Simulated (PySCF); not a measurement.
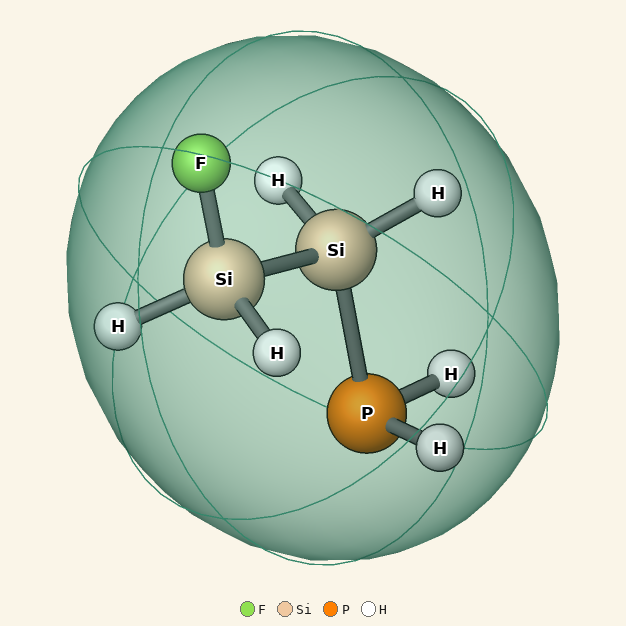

The ellipsoid shows the static dipole polarisability: its half-axes are proportional to the principal values. The computed structure is the end point of a PBE0-D3(BJ)/def2-SVP optimisation. No frequency run is at hand to confirm it as a minimum. Computed with CAM-B3LYP/def2-SVPD (PySCF 2.14.0).

> How large and how anisotropic is the polarisability?

Principal values 73.0, 82.3, 100.2 bohr³; mean 85.2 bohr³ (12.62 Å³); anisotropy 23.9 bohr³, so the longest axis is 1.37 times the shortest.
